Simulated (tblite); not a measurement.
## C₄H₁₆BNOSi: geometry relaxation (part 3 of 3)

The same run, continued: C₄H₁₆BNOSi, SMILES [BH3-][NH2+]CO[Si](C)(C)C; GFN2-xTB geometry optimisation, gas phase (tblite 0.8.0). It belongs to a series of runs on one base structure; here: H on C replaced by OSiMe3.

Geometry of the input (Å):
```
B  3.2533  -0.0089  0.2186
N  1.7170  0.2859  0.1912
C  1.2144  0.2652  -1.1514
O  0.1358  -0.5814  -1.1984
Si -1.1658  -0.2375  -0.1818
C  -0.9530  1.1592  0.9838
C  -2.7097  0.1258  -1.2161
C  -1.5103  -1.7761  0.8402
H  3.5618  -0.8425  -0.5464
H  3.7295  1.0493  -0.0995
H  3.5724  -0.2513  1.3273
H  1.2333  -0.4236  0.8094
H  1.6347  1.2068  0.6651
H  2.0207  -0.1965  -1.7888
H  0.9891  1.2819  -1.5624
H  -1.9914  1.4252  1.3503
H  -0.3936  0.9612  1.9069
H  -0.5903  2.0785  0.4612
H  -3.5929  -0.3684  -0.7421
H  -2.8459  1.2322  -1.1215
H  -2.5143  -0.2224  -2.2240
H  -0.7316  -1.8794  1.5881
H  -2.4998  -1.6271  1.3604
H  -1.5752  -2.6364  0.1374
```

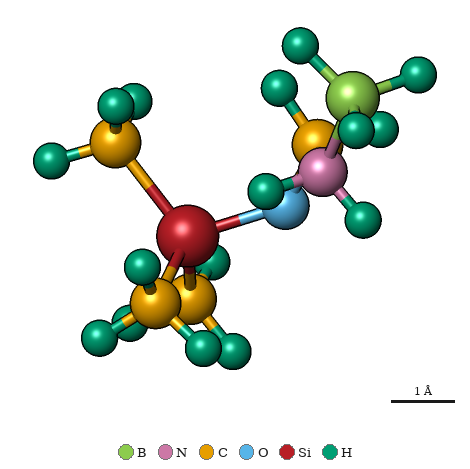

The geometry at step 236 of the log (ball-and-stick view, seen at a tilt).

## Trajectory as extended XYZ, continued
```
24
Properties=species:S:1:pos:R:3:forces:R:3 step=195 energy=-726.75528
B     3.4878   -0.1237    0.2458    0.0150   0.0060   0.0050
N     1.9405   -0.5723   -0.1152   -0.0040  -0.0050  -0.0050
C     1.2313    0.3893   -0.9437   -0.0080  -0.0050   0.0040
O    -0.0884    0.0227   -1.1622   -0.0100   0.0020   0.0030
Si   -1.3752    0.0679   -0.1268   -0.0040  -0.0140   0.0040
C    -1.3540    1.6630    0.9161   -0.0040  -0.0010   0.0000
C    -2.8280   -0.0676   -1.3381    0.0070   0.0050   0.0040
C    -1.3492   -1.4117    1.0859   -0.0060  -0.0140   0.0020
H     4.0399    0.0413   -0.7954   -0.0050  -0.0140   0.0010
H     3.3957    0.8793    0.8830   -0.0090  -0.0090  -0.0020
H     3.9330   -1.0332    0.8724   -0.0020   0.0070   0.0010
H     1.9800   -1.4756   -0.5788    0.0010   0.0050   0.0000
H     1.4510   -0.6891    0.7674    0.0070  -0.0050   0.0050
H     1.7312    0.4437   -1.9164    0.0140   0.0110   0.0070
H     1.2954    1.3673   -0.4540   -0.0050  -0.0080   0.0020
H    -2.2553    1.7618    1.5118   -0.0070   0.0110  -0.0070
H    -0.5135    1.6735    1.6067    0.0000   0.0130  -0.0150
H    -1.2755    2.5494    0.2928   -0.0050  -0.0090  -0.0110
H    -3.7782    0.0005   -0.8200    0.0090   0.0020   0.0120
H    -2.7971    0.7200   -2.0841   -0.0080   0.0000   0.0100
H    -2.8088   -1.0165   -1.8653    0.0060   0.0150   0.0110
H    -0.6019   -1.3103    1.8702    0.0070   0.0150  -0.0110
H    -2.3095   -1.5086    1.5823   -0.0060   0.0000   0.0030
H    -1.1630   -2.3513    0.5732    0.0180  -0.0060  -0.0240
24
Properties=species:S:1:pos:R:3:forces:R:3 step=208 energy=-726.75846
B     3.5020   -0.1369    0.2357   -0.0250   0.0040   0.0040
N     1.9489   -0.5858   -0.1098    0.0060   0.0030   0.0020
C     1.2285    0.3955   -0.9049    0.0120  -0.0030   0.0040
O    -0.0830    0.0166   -1.1519   -0.0040  -0.0010   0.0130
Si   -1.3785    0.0646   -0.1265   -0.0050   0.0110   0.0120
C    -1.3670    1.6795    0.8860    0.0030   0.0020   0.0040
C    -2.8365   -0.0676   -1.3283   -0.0120   0.0000   0.0000
C    -1.3468   -1.4172    1.0818    0.0110   0.0020  -0.0010
H     4.0433    0.0178   -0.8120    0.0080  -0.0120  -0.0030
H     3.4136    0.8716    0.8635    0.0000  -0.0020   0.0070
H     3.9486   -1.0410    0.8677    0.0090  -0.0050   0.0010
H     1.9858   -1.4752   -0.5996    0.0020  -0.0050   0.0030
H     1.4772   -0.7294    0.7789   -0.0060   0.0020  -0.0220
H     1.7410    0.4984   -1.8670   -0.0060   0.0040  -0.0020
H     1.2698    1.3526   -0.3746    0.0080   0.0110  -0.0030
H    -2.2609    1.7838    1.4919   -0.0080  -0.0050  -0.0090
H    -0.5168    1.7223    1.5631   -0.0020   0.0030  -0.0140
H    -1.3111    2.5489    0.2362    0.0000  -0.0070   0.0020
H    -3.7799   -0.0052   -0.7969    0.0000   0.0030   0.0000
H    -2.8171    0.7254   -2.0687   -0.0060  -0.0030   0.0040
H    -2.8215   -1.0132   -1.8600    0.0040   0.0030  -0.0070
H    -0.6037   -1.3043    1.8684    0.0000  -0.0040   0.0040
H    -2.3079   -1.5324    1.5724    0.0030  -0.0010  -0.0020
H    -1.1400   -2.3493    0.5620    0.0070   0.0010   0.0010
24
Properties=species:S:1:pos:R:3:forces:R:3 step=222 energy=-726.75937
B     3.4980   -0.1444    0.2471    0.0060  -0.0050   0.0020
N     1.9510   -0.5919   -0.1205   -0.0030  -0.0010  -0.0070
C     1.2323    0.3931   -0.9127   -0.0030   0.0060  -0.0010
O    -0.0832    0.0207   -1.1498    0.0010   0.0050  -0.0080
Si   -1.3764    0.0667   -0.1219   -0.0030  -0.0040  -0.0040
C    -1.3793    1.6865    0.8802   -0.0030   0.0040   0.0010
C    -2.8411   -0.0610   -1.3173   -0.0030  -0.0030   0.0030
C    -1.3286   -1.4180    1.0825    0.0000  -0.0010  -0.0020
H     4.0563    0.0065   -0.7934   -0.0070   0.0010   0.0130
H     3.4035    0.8638    0.8751   -0.0010  -0.0030  -0.0060
H     3.9370   -1.0484    0.8861   -0.0060   0.0000  -0.0060
H     1.9976   -1.4769   -0.6174   -0.0040  -0.0030   0.0060
H     1.4667   -0.7449    0.7596    0.0040   0.0000  -0.0050
H     1.7365    0.4934   -1.8796    0.0020  -0.0010   0.0070
H     1.2830    1.3512   -0.3843    0.0010  -0.0010   0.0000
H    -2.2774    1.7871    1.4802   -0.0070  -0.0010   0.0020
H    -0.5324    1.7448    1.5593    0.0080   0.0000  -0.0020
H    -1.3300    2.5492    0.2214    0.0030   0.0070   0.0040
H    -3.7807    0.0089   -0.7802   -0.0010  -0.0060   0.0010
H    -2.8215    0.7330   -2.0568    0.0000  -0.0080   0.0010
H    -2.8363   -1.0064   -1.8498    0.0060   0.0080  -0.0020
H    -0.5917   -1.2968    1.8738   -0.0030  -0.0010   0.0000
H    -2.2904   -1.5520    1.5670    0.0020   0.0050   0.0020
H    -1.1046   -2.3443    0.5592    0.0100   0.0020   0.0030
24
Properties=species:S:1:pos:R:3:forces:R:3 step=236 energy=-726.76103
B     3.4647   -0.1826    0.2776   -0.0050   0.0010  -0.0040
N     1.9330   -0.6207   -0.1531   -0.0020   0.0030   0.0090
C     1.2351    0.3984   -0.9210    0.0060  -0.0120   0.0010
O    -0.0861    0.0572   -1.1735    0.0000   0.0030   0.0190
Si   -1.3671    0.0889   -0.1286    0.0030   0.0150   0.0060
C    -1.3857    1.7184    0.8588    0.0000  -0.0100   0.0030
C    -2.8416   -0.0772   -1.3055    0.0020  -0.0070   0.0080
C    -1.2816   -1.3834    1.0909   -0.0070  -0.0010  -0.0010
H     4.0353    0.0564   -0.7378    0.0270   0.0010  -0.0070
H     3.3426    0.7724    0.9786   -0.0030   0.0190   0.0010
H     3.9069   -1.1241    0.8546    0.0040  -0.0240   0.0030
H     1.9946   -1.4864   -0.6808   -0.0070   0.0020  -0.0160
H     1.4275   -0.8088    0.7075   -0.0130   0.0010   0.0110
H     1.7457    0.5160   -1.8820    0.0050   0.0080  -0.0100
H     1.3031    1.3397   -0.3651   -0.0110  -0.0010  -0.0020
H    -2.2642    1.7969    1.4908    0.0050  -0.0010   0.0000
H    -0.5154    1.8060    1.5048   -0.0050   0.0040   0.0010
H    -1.3859    2.5773    0.1931    0.0040  -0.0030   0.0020
H    -3.7748   -0.0633   -0.7542   -0.0140  -0.0040   0.0150
H    -2.8719    0.7316   -2.0275    0.0110   0.0050  -0.0080
H    -2.7993   -1.0096   -1.8575   -0.0020  -0.0140  -0.0230
H    -0.5579   -1.2329    1.8898   -0.0060   0.0120  -0.0080
H    -2.2441   -1.5413    1.5669    0.0040   0.0010   0.0060
H    -1.0245   -2.3088    0.5809    0.0040   0.0050  -0.0040
24
Properties=species:S:1:pos:R:3:forces:R:3 step=250 energy=-726.76191
B     3.4637   -0.2083    0.2838   -0.0100  -0.0140  -0.0040
N     1.9328   -0.6299   -0.1740    0.0160   0.0050   0.0020
C     1.2350    0.4095   -0.9139    0.0070   0.0090   0.0010
O    -0.0861    0.0715   -1.1733   -0.0020   0.0070   0.0050
Si   -1.3686    0.0984   -0.1301   -0.0130  -0.0130   0.0030
C    -1.3980    1.7337    0.8471   -0.0020  -0.0070  -0.0010
C    -2.8419   -0.0942   -1.3057    0.0020   0.0030  -0.0040
C    -1.2683   -1.3623    1.1028    0.0010   0.0020  -0.0070
H     4.0533    0.0563   -0.7152   -0.0120   0.0020   0.0020
H     3.3333    0.7265    1.0108    0.0090   0.0100  -0.0040
H     3.8937   -1.1700    0.8383   -0.0010  -0.0040   0.0040
H     1.9954   -1.4795   -0.7273    0.0000   0.0010  -0.0110
H     1.4238   -0.8433    0.6789   -0.0070   0.0010   0.0000
H     1.7441    0.5570   -1.8718    0.0040  -0.0120  -0.0040
H     1.3008    1.3361   -0.3337   -0.0060  -0.0040   0.0080
H    -2.2661    1.8037    1.4937   -0.0100  -0.0020  -0.0030
H    -0.5194    1.8381    1.4787    0.0090   0.0000   0.0060
H    -1.4202    2.5886    0.1768   -0.0010   0.0000  -0.0020
H    -3.7722   -0.1163   -0.7483    0.0050  -0.0020  -0.0110
H    -2.8968    0.7276   -2.0121   -0.0040  -0.0010   0.0040
H    -2.7779   -1.0133   -1.8792    0.0080   0.0040   0.0150
H    -0.5508   -1.1881    1.9025   -0.0080  -0.0020  -0.0040
H    -2.2296   -1.5347    1.5765    0.0090   0.0110   0.0020
H    -0.9919   -2.2875    0.6024    0.0050   0.0050   0.0020
24
Properties=species:S:1:pos:R:3:forces:R:3 step=264 energy=-726.76274
B     3.4599   -0.2405    0.2764    0.0020   0.0010   0.0020
N     1.9281   -0.6374   -0.1922    0.0010   0.0000  -0.0030
C     1.2362    0.4280   -0.9002    0.0040  -0.0010   0.0000
O    -0.0859    0.1023   -1.1694    0.0010   0.0010  -0.0040
Si   -1.3686    0.1109   -0.1265    0.0000   0.0060  -0.0030
C    -1.4201    1.7473    0.8468   -0.0050   0.0020   0.0010
C    -2.8310   -0.1116   -1.3090    0.0000   0.0010  -0.0030
C    -1.2515   -1.3390    1.1158   -0.0010   0.0000  -0.0010
H     4.0595    0.0103   -0.7201    0.0010  -0.0010  -0.0020
H     3.3439    0.7011    0.9973    0.0000  -0.0010   0.0030
H     3.8685   -1.2071    0.8386    0.0060  -0.0040  -0.0020
H     1.9890   -1.4676   -0.7745   -0.0030  -0.0050   0.0000
H     1.4137   -0.8775    0.6506    0.0020   0.0080   0.0020
H     1.7471    0.6006   -1.8532   -0.0010   0.0000   0.0030
H     1.3045    1.3359   -0.2915    0.0010  -0.0030   0.0000
H    -2.2936    1.8094    1.4871   -0.0030   0.0030  -0.0020
H    -0.5461    1.8609    1.4836   -0.0030   0.0000   0.0020
H    -1.4459    2.6004    0.1744   -0.0030   0.0020   0.0020
H    -3.7633   -0.1688   -0.7582   -0.0010   0.0010   0.0000
H    -2.9074    0.7152   -2.0071   -0.0030   0.0040  -0.0020
H    -2.7341   -1.0223   -1.8905    0.0020  -0.0040   0.0010
H    -0.5480   -1.1438    1.9226    0.0060   0.0000   0.0000
H    -2.2147   -1.5242    1.5800   -0.0030  -0.0030   0.0080
H    -0.9519   -2.2627    0.6270    0.0010  -0.0070  -0.0010
```

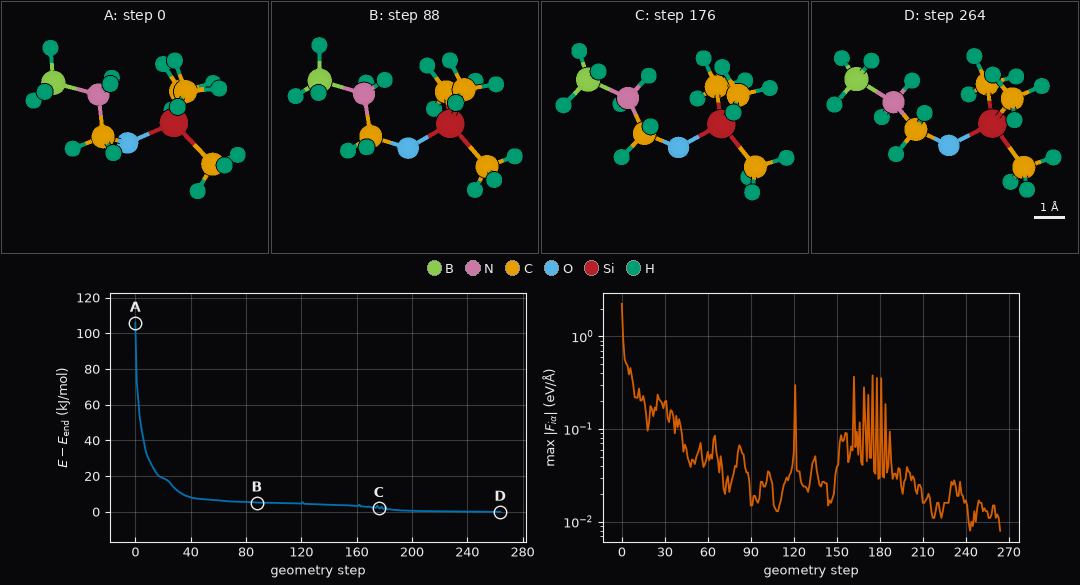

Frames of the relaxation (ball-and-stick view, seen at a tilt) above the curves, on which the letters mark them (steps are counted from 0).

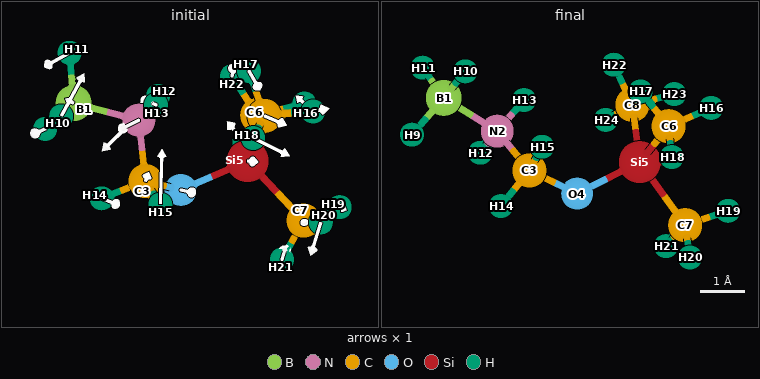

Before (left) and after (right) the relaxation, at one scale (ball-and-stick view, seen at a tilt). The white arrows give the displacements, at true length. H13 moves most after the best rigid fit: 2.10 Å. By element the largest moves are H 2.10 Å, N 1.01 Å, O 0.75 Å, C 0.74 Å, Si 0.40 Å, B 0.30 Å. Among the contacts that change: B1–N2 1.565 → 1.650 Å, Si5–C6 1.832 → 1.905 Å, C6–H16 1.133 → 1.085 Å, N2–H12 1.058 → 1.016 Å. Among the angles that change: C3–O4–Si5 117.4° → 128.0°, O4–Si5–C7 109.8° → 101.8°, Si5–C7–H20 104.1° → 111.5°. Over 264 geometry steps the energy falls by 105.9 kJ/mol. Largest force component: 2.2 eV/Å at the start, 0.008 eV/Å at the end. (Atoms are counted from 1 in the order of the input.)

## Results in brief

| quantity | value |
| --- | --- |
| outcome | converged |
| total energy | −726.7627 eV |
| hardware | 1 CPU thread, shared host |
| wall time | 4.1 s |
| peak memory | 0.18 GiB |
